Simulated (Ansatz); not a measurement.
These are PBE (plane waves to 420 eV, PAW; Ansatz, a quantum-chemistry and plane-wave program) values and carry that method's errors.

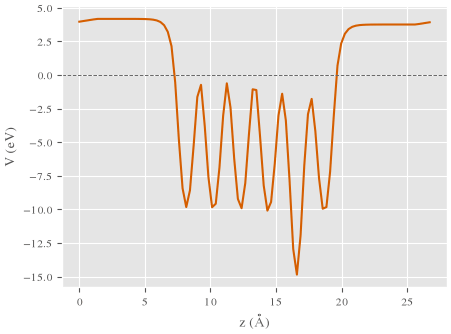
Figure. Plane-averaged electrostatic potential energy along the normal, in eV from the Fermi level, for a constructed model of the (100) surface of fcc Ag, a layer of Sc in place of the second plane (bottom of the slab: a bare face, its two planes held)

Slab: 6 atoms, 10.7 Å thick at the start; k 13x13x1, smearing 0.1 eV, dipole-corrected; 2 atoms held, the rest relaxed; held to the start's symmetry, so lower structures may exist; no spin, no spin-orbit, no U. It is one candidate, not shown to be the stable structure of the face.

The vacuum level lies 3.76 eV above the Fermi level over the top face and 4.18 eV above it under the bottom face.
